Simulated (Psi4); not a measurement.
# [NH4]+ (SMILES [NH4+]), step by step

Wanted: a structure relaxation (HF-3c/MINIX), then vibrational wavenumbers, then a single-point energy (CCSD(T)/def2-TZVP) of [NH4]+. 

The calculation is run with Psi4 1.11.

## Step 1: The structure to begin with

[NH4]+ has 5 atoms, charge +1, and is taken as a singlet. SMILES: `[NH4+]`. The coordinates come from a PBE0-D4/def2-TZVP (4 decimals) relaxation. The run starts from this shape.

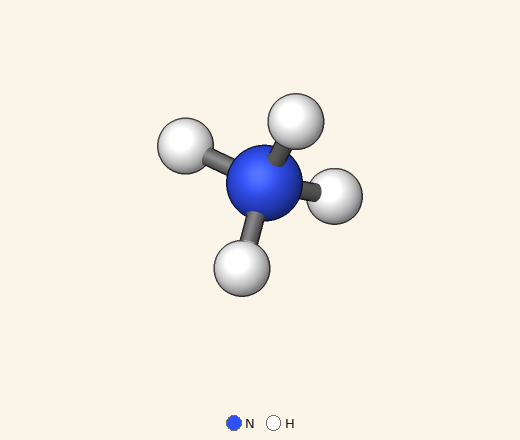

The structure, seen from a chosen angle (nitrogen blue, hydrogen white).

## Step 2: A geometry optimisation at HF-3c/MINIX (density fitting) (run 1)

h4n.sdf

```

     RDKit          3D

  5  4  0  0  0  0  0  0  0  0999 V2000
    0.0000    0.0000    0.0000 N   0  0  0  0  0  0  0  0  0  0  0  0
    0.4533   -0.4479    0.8010 H   0  0  0  0  0  0  0  0  0  0  0  0
   -0.9724    0.2162    0.2352 H   0  0  0  0  0  0  0  0  0  0  0  0
    0.0239   -0.6335   -0.8036 H   0  0  0  0  0  0  0  0  0  0  0  0
    0.4952    0.8651   -0.2326 H   0  0  0  0  0  0  0  0  0  0  0  0
  2  1  1  0
  3  1  1  0
  4  1  1  0
  5  1  1  0
M  CHG  1   1   1
M  END
$$$$
```

job.py

```python
import psi4
from rdkit import Chem

psi4.set_memory('1600 MB')
psi4.set_num_threads(1)
psi4.set_output_file('run.log', False)

rd = Chem.SDMolSupplier('h4n.sdf', removeHs=False, sanitize=False)[0]
xyz = rd.GetConformer().GetPositions()
atoms = '\n'.join(f'{a.GetSymbol()} {x:.4f} {y:.4f} {z:.4f}' for a, (x, y, z) in zip(rd.GetAtoms(), xyz))
mol = psi4.geometry('1 1\n' + atoms + '\nsymmetry c1')

psi4.set_options({
    'geom_maxiter': 60,
})

e, wfn = psi4.optimize('HF-3C', return_wfn=True)
print('E =', round(e, 9))
print(mol.to_string(dtype='xyz', units='Angstrom'))
for k, v in sorted(psi4.core.scalar_variables().items()):
    print(f'{k:45s} {v:18.10f}')
```

Run with:

```
$ python job.py
```

run.log:

```text
[...]
  Running in c1 symmetry.
[...]
  Nuclear repulsion =   16.375458384269265
[...]
  Multiplicity = 1
[...]
  Nalpha       = 5
  Nbeta        = 5
[...]
    Number of basis functions: 9
[...]
   @DF-RHF iter   1:   -56.14302944761420   -6.35467e-01   2.24067e-02 DIIS/ADIIS
[...]
   @DF-RHF iter   5:   -56.16690529979852   -1.63425e-13   8.11616e-11 DIIS
[...]
    Orbital Energies [Eh]
    ---------------------
    Doubly Occupied:
       1A    -15.884875     2A     -1.551022     3A     -1.007839
       4A     -1.007838     5A     -1.007837
[...]
  @DF-RHF Final Energy:   -56.16690529979852
   => Energetics <=
    Nuclear Repulsion Energy =             15.9581479845337793
    One-Electron Energy =                -103.3247298756711956
    Two-Electron Energy =                  31.2029548127170635
    Total Energy =                        -56.1669052997985219
[...]
 Multipole Moments:
 ------------------------------------------------------------------------------------
     Multipole            Electronic (a.u.)      Nuclear  (a.u.)        Total (a.u.)
 ------------------------------------------------------------------------------------
 L = 1.  Multiply by 2.5417464519 to convert [e a0] to [Debye]
 Dipole X            :          0.0000009           -0.0000040           -0.0000030
 Dipole Y            :          0.0000030           -0.0000126           -0.0000096
 Dipole Z            :          0.0000000           -0.0000000           -0.0000000
 Magnitude           :                                                    0.0000101
[...]
```

On the terminal:

```text
Optimizer: Optimization complete!
E = -56.1669053
5
1 1 H4N
N                     0.000000306717     0.000000966163     0.000000000000
H                     0.465162421284    -0.459544135044     0.821967638798
H                    -0.997852285649     0.221862047786     0.241362712443
H                     0.024520316585    -0.650020678443    -0.824656992180
H                     0.508165286141     0.887689341491    -0.238673378570

CURRENT ENERGY                                    -56.1669052998
CURRENT REFERENCE ENERGY                          -56.1669052998
DD SOLVATION ENERGY                                 0.0000000000
DISPERSION CORRECTION ENERGY                       -0.0084891235
HF KINETIC ENERGY                                  55.4751854598
HF POTENTIAL ENERGY                              -111.6420907596
HF TOTAL ENERGY                                   -56.1636270784
HF VIRIAL RATIO                                     2.0124689955
HF3C DISPERSION CORRECTION ENERGY                  -0.0084891235
NUCLEAR REPULSION ENERGY                           15.9581479845
ONE-ELECTRON ENERGY                              -103.3247298757
OPTIMIZATION ITERATIONS                             4.0000000000
PCM POLARIZATION ENERGY                             0.0000000000
PE ENERGY                                           0.0000000000
SCF ITERATION ENERGY                              -56.1669052998
SCF ITERATIONS                                      5.0000000000
SCF TOTAL ENERGY                                  -56.1669052998
TWO-ELECTRON ENERGY                                31.2029548127
```

It took 7.2 s on 1 thread of AMD EPYC 7B13 (Zen 3), shared host; peak memory 0.23 GiB.

Steps, from the record of the run:

| step | energy from the first frame kept (eV) | largest force (eV/Å) |
| --- | --- | --- |
| 0 | 0.0000 | 1.4486 |
| 1 | -0.0710 | 0.3333 |
| 2 | -0.0755 | 0.0243 |
| 3 | -0.0755 | 0.0017 |

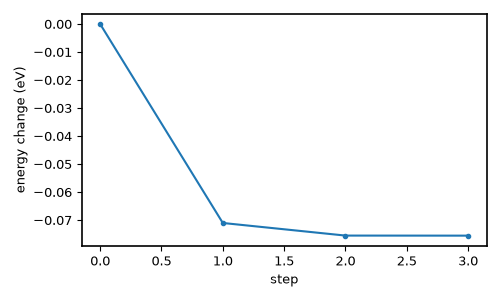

Energy along the run.

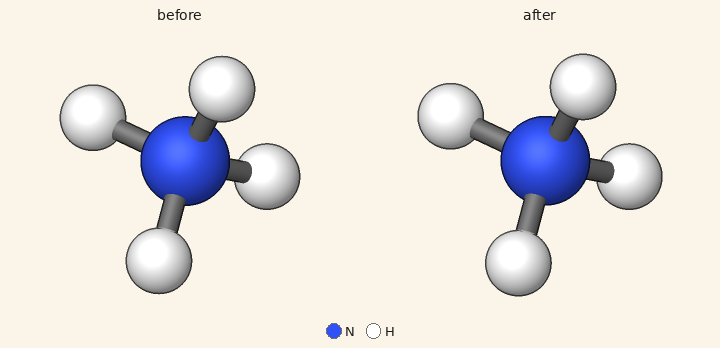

Before and after, at one scale.

After the run. Bond lengths: N1–H2 1.050 Å, N1–H3 1.050 Å, N1–H4 1.050 Å, N1–H5 1.050 Å. Angles: H2–N1–H3 109.5°, H2–N1–H4 109.5°, H2–N1–H5 109.5°, H3–N1–H4 109.5°, H3–N1–H5 109.5°, H4–N1–H5 109.5°.

## Step 3: Vibrational wavenumbers at HF-3c/MINIX (density fitting) (run 2)

calc.in

```
memory 1.6 GB

molecule system {
  1 1
  N      0.000000    -0.000005     0.000000
  H      0.465162    -0.459550     0.821968
  H     -0.997852     0.221856     0.241363
  H      0.024520    -0.650026    -0.824657
  H      0.508165     0.887684    -0.238673
}

set {
  t 600.0
  rotational_symmetry_number 12
}

E = frequencies("hf-3c")
```

Run with:

```
$ psi4 calc.in calc.out -n 1
```

calc.out:

```text
[...]
  Running in c1 symmetry.
[...]
  Nuclear repulsion =   15.958149000322981
[...]
  Multiplicity = 1
[...]
  Nalpha       = 5
  Nbeta        = 5
[...]
    Number of basis functions: 9
[...]
   @DF-RHF iter   1:   -56.14631147133197   -7.35083e-01   2.19355e-02 ADIIS/DIIS
[...]
  -Total Gradient:
     Atom            X                  Y                   Z
    ------   -----------------  -----------------  -----------------
       1        0.000000269341     0.000002438854    -0.000000326036
       2        0.000014379412    -0.000015564902     0.000026130712
       3       -0.000031494600     0.000005938041     0.000007601689
       4        0.000000423155    -0.000021132370    -0.000025546561
       5        0.000016422691     0.000028320378    -0.000007859804
[...]
   @DF-RHF iter   6:   -56.16690529976470   -9.02389e-13   8.17645e-11 DIIS
[...]
  @DF-RHF Final Energy:   -56.16690529976470
   => Energetics <=
    Nuclear Repulsion Energy =             15.9581490003229813
    One-Electron Energy =                -103.3247313812514108
    Two-Electron Energy =                  31.2029553058257179
    Total Energy =                        -56.1669052997647000
[...]
  ==> Harmonic Vibrational Analysis <==
[...]
  Freq [cm^-1]                1637.9669           1637.9689           1637.9748
[...]
  IR activ [km/mol]            252.3013            252.3004            252.2968
[...]
  Freq [cm^-1]                1822.9230           1822.9234           3684.0665
[...]
  IR activ [km/mol]             0.0000              0.0000              0.0000
[...]
  Freq [cm^-1]                3750.5548           3750.5586           3750.5610
[...]
  IR activ [km/mol]            454.9318            454.9346            454.9344
[...]
  Total E_0, Enthalpy at 0 [K]                                                          -56.11337862 [Eh]
[...]
```

Wall time 4.2 s (1 thread of AMD EPYC 7B13 (Zen 3), shared host); peak memory 0.21 GiB.

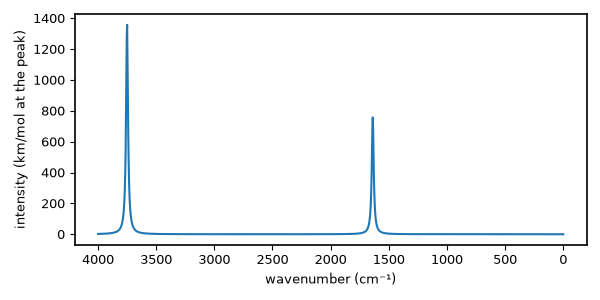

Harmonic infrared spectrum, unscaled, lines broadened by 10 cm⁻¹.

## Step 4: The energy at CCSD(T)/def2-TZVP (run 3)

job.inp

```
memory 1600 MB

molecule {
  1 1
  N      0.000000    -0.000005     0.000000
  H      0.465162    -0.459550     0.821968
  H     -0.997852     0.221856     0.241363
  H      0.024520    -0.650026    -0.824657
  H      0.508165     0.887684    -0.238673
  units angstrom
}

set scf_type pk
set num_frozen_docc 1

e_tot, wfn = energy('ccsd(t)/def2-TZVP', return_wfn=True)
```

Run with:

```
$ psi4 -i job.inp -o job.out -n 1
```

job.out:

```text
[...]
  Running in c1 symmetry.
[...]
  Nuclear repulsion =   15.958149000322981
[...]
  Multiplicity = 1
[...]
  Nalpha       = 5
  Nbeta        = 5
[...]
    Number of basis functions: 55
[...]
   @RHF iter   1:   -56.51284982552308   -6.96283e-02   4.94731e-03 ADIIS/DIIS
[...]
   @RHF iter   8:   -56.55835859670824   -1.82609e-12   3.24569e-09 DIIS
[...]
    Orbital Energies [Eh]
    ---------------------
    Doubly Occupied:
       1A    -15.943584     2A     -1.526350     3A     -0.983067
       4A     -0.983066     5A     -0.983065
[...]
  @RHF Final Energy:   -56.55835859670824
   => Energetics <=
    Nuclear Repulsion Energy =             15.9581490003229813
    One-Electron Energy =                -104.1947507551928425
    Two-Electron Energy =                  31.6782431581616279
    Total Energy =                        -56.5583585967082385
[...]
 Multipole Moments:
 ------------------------------------------------------------------------------------
     Multipole            Electronic (a.u.)      Nuclear  (a.u.)        Total (a.u.)
 ------------------------------------------------------------------------------------
 L = 1.  Multiply by 2.5417464519 to convert [e a0] to [Debye]
 Dipole X            :          0.0000016           -0.0000036           -0.0000020
 Dipole Y            :          0.0000048           -0.0000116           -0.0000069
 Dipole Z            :         -0.0000002            0.0000007            0.0000005
 Magnitude           :                                                    0.0000072
[...]
      * MP2 total energy                      =  -56.779651377052936
[...]
      * CCSD total energy                     =  -56.796033994530809
[...]
      * CCSD(T) total energy                  =  -56.802301931107806
[...]
```

Wall time 4.8 s (1 thread of AMD EPYC 7B13 (Zen 3), shared host); peak memory 0.28 GiB.

## Step 5: Outcome

| quantity | value |
| --- | --- |
| run 1, HF-3c/MINIX: total energy at the end | -56.16691 Eh |
| run 1, HF-3c/MINIX: HOMO energy | -27.42 eV |
| run 1, HF-3c/MINIX: LUMO energy | 6.61 eV |
| run 1, HF-3c/MINIX: HOMO–LUMO gap | 34.04 eV |
| run 2, HF-3c/MINIX: lowest harmonic wavenumber | 1638 cm⁻¹ |
| run 2, HF-3c/MINIX: highest harmonic wavenumber | 3751 cm⁻¹ |
| run 2, HF-3c/MINIX: zero-point energy | 140.5 kJ/mol |
| run 2, HF-3c/MINIX: ideal-gas entropy at 600 K (symmetry number 12 as used) | 50.9 cal/(mol K) |
| run 3, CCSD(T)/def2-TZVP: total energy | -56.80230 Eh |
| run 3, CCSD(T)/def2-TZVP: HOMO energy (Hartree–Fock orbitals) | -26.75 eV |
| run 3, CCSD(T)/def2-TZVP: LUMO energy (Hartree–Fock orbitals) | -3.29 eV |
| run 3, CCSD(T)/def2-TZVP: HOMO–LUMO gap (Hartree–Fock orbitals) | 23.46 eV |
| run 3, CCSD(T)/def2-TZVP: correlation energy (1 core orbital frozen) | -243.9 mEh |
| run 3, CCSD(T)/def2-TZVP: (T) correction | -6.27 mEh |
| run 3, CCSD(T)/def2-TZVP: T1 diagnostic | 0.005 |

The optimisation (run 1, HF-3c/MINIX) took 4 steps and changed the energy by -0.076 eV. All 9 modes (run 2, HF-3c/MINIX) are real, so the shape is a minimum at this level. The triples (run 3, CCSD(T)/def2-TZVP) make up 2.6 % of the correlation energy.
